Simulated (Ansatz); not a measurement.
# SiF2 (SMILES F[Si]F) at wB97X/def2-TZVP

Aim: the vertical ionisation energy of SiF2 at wB97X/def2-TZVP, from 2 runs. 

Program for the calculation: Ansatz 0.2.0.

32 further runs of the same task are left out: 32 set aside as unsound or not needed.

### Step 1. The molecule

SiF2: 3 atoms, total charge 0, spin state singlet. As SMILES, `F[Si]F`. The shape is that of a PBE0-D4/def2-TZVP optimisation.

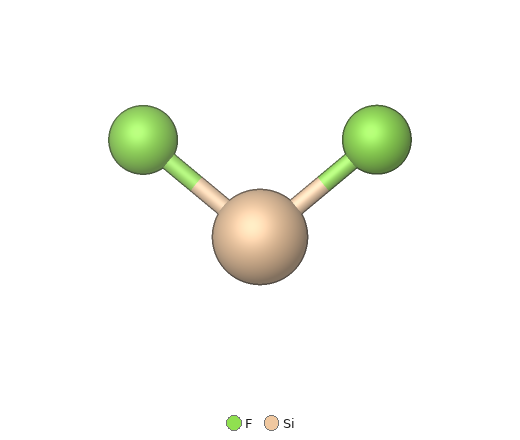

Viewed from a chosen angle; fluorine green, silicon light orange.

### Step 2. The energy at wB97X/def2-TZVP

job.yaml reads:

```yaml
basis:
  gaussian:
    orbitals: def2-TZVP
crystal:
  periodic: [false, false, false]
  atoms:
    - symbol: F
      position_ang: [0.166300, 1.246800, 0.229400]
    - symbol: Si
      position_ang: [-0.594900, -0.046400, -0.330100]
    - symbol: F
      position_ang: [0.428600, -1.200400, 0.100700]
hamiltonian:
  xc: {name: wB97X}
accuracy: high
output:
  orbitals: {seedname: orbitals}
```

Run with:

```bash
$ ansatz run job.yaml --threads 1 --pin off --max-ram 3480MiB --events-out events.jsonl --progress --plain --runs-dir runs
```

Output:

```text
Warning: RAYON_NUM_THREADS=1 ignored (pool sized by the plan → 1); use --threads N
Functional definition: wB97X
  name "wB97X"
  parameter omega = 0.3/bohr
  parameter cx = 0.157706
  parameter cx1 = 0.726479
  parameter cx2 = 1.04760
  parameter cx3 = -5.70635
  parameter cx4 = 13.2794
  parameter css1 = -4.33879
  parameter css2 = 18.2308
  parameter css3 = -31.7430
  parameter css4 = 17.2901
  parameter cos1 = 2.37031
  parameter cos2 = -11.3995
  parameter cos3 = 6.58405
  parameter cos4 = -3.78132
  exchange = spin_sum(e_x_unif_sr(omega)*poly(b97_u_x, 1 - cx, cx1, cx2, cx3, cx4)) + cx*exact_x_sr(omega)
      + exact_x_lr(omega)
  correlation = spin_sum(e_c_pw_same_spin*poly(b97_u_same, 1, css1, css2, css3, css4))
      + integral(e_c_pw_opposite_spin*poly(b97_u_opposite, 1, cos1, cos2, cos3, cos4))
1509 factors; integrals over basis functions are off by at most 3.8e-9 eV
245 factors; integrals over basis functions are off by at most 1.5e-9 eV
mean field evaluation 1: about -13312.0125 eV, gradient 4.7e1 eV
mean field evaluation 2: about -13310.8356 eV, gradient 5.9e1 eV
mean field evaluation 4: about -13315.1884 eV, gradient 3.3e-1 eV
mean field evaluation 8: about -13315.1895 eV, gradient 5.1e-3 eV
mean field evaluation 16: about -13315.1895 eV, gradient 8.4e-7 eV
mean field -13315.18948030 eV, -489.3241880414 hartree, gradient 1.8e-8 eV, S^2 0.000000; 0 other end points of the search recorded, 0 dependent functions left out
reference -13315.18947798 eV, -489.3241879560 hartree; 16, 16 occupied and 83, 83 virtual orbitals, 1509 factors
Total energy: -13315.18947798 eV, -489.3241879560 hartree
```

Run time: 13 s. Hardware: 1 thread of Arm Neoverse V1, shared host; peak memory 0.34 GiB.

### Step 3. The doublet cation

in.yaml reads:

```yaml
crystal:
  periodic: [false, false, false]
  atoms:
    - {symbol: F, position_ang: [0.166300, 1.246800, 0.229400]}
    - {symbol: Si, position_ang: [-0.594900, -0.046400, -0.330100]}
    - {symbol: F, position_ang: [0.428600, -1.200400, 0.100700]}
basis:
  gaussian:
    orbitals: def2-TZVP
total_charge: 1
magnetization:
  spin_polarized: true
  initial_magnetization: 1
hamiltonian:
  xc: {name: wB97X}
accuracy: high
output: {orbitals: {seedname: orbitals}}
```

Run with:

```bash
$ ansatz run in.yaml --threads 1 --pin off --max-ram 3480MiB --events-out events.jsonl --progress --plain --runs-dir runs
```

Output (excerpt; [...] marks lines left out):

```text
Warning: RAYON_NUM_THREADS=1 ignored (pool sized by the plan → 1); use --threads N
Functional definition: wB97X
  name "wB97X"
[...]
      + exact_x_lr(omega)
[...]
      + integral(e_c_pw_opposite_spin*poly(b97_u_opposite, 1, cos1, cos2, cos3, cos4))
1509 factors; integrals over basis functions are off by at most 3.8e-9 eV
245 factors; integrals over basis functions are off by at most 1.5e-9 eV
[...]
mean field -13304.09034781 eV, -488.9163024458 hartree, gradient 2.9e-8 eV, S^2 0.752553; 0 other end points of the search recorded, 0 dependent functions left out
reference -13304.09034605 eV, -488.9163023810 hartree; 16, 15 occupied and 83, 84 virtual orbitals, 1509 factors
Total energy: -13304.09034605 eV, -488.9163023810 hartree
```

Wall time 28 s (1 thread of Arm Neoverse V1, shared host); peak memory 0.54 GiB.

### Step 4. What came out

Level: wB97X/def2-TZVP.

```
                                          quantity          value
                        singlet SiF2: total energy  -489.32419 Eh
                         singlet SiF2: HOMO energy      -10.68 eV
                         singlet SiF2: LUMO energy        0.03 eV
                       singlet SiF2: HOMO–LUMO gap       10.71 eV
                      doublet cation: total energy  -488.91630 Eh
doublet cation: HOMO energy (highest over α and β)      -20.18 eV
 doublet cation: LUMO energy (lowest over α and β)      -11.99 eV
                              doublet cation: ⟨S²⟩          0.753
vertical ionisation energy (to the doublet cation)      11.099 eV
```

The vertical ionisation energy comes to 11.10 eV (256 kcal/mol). The negative HOMO energy of the first species, 10.68 eV, lies 0.42 eV below that difference.
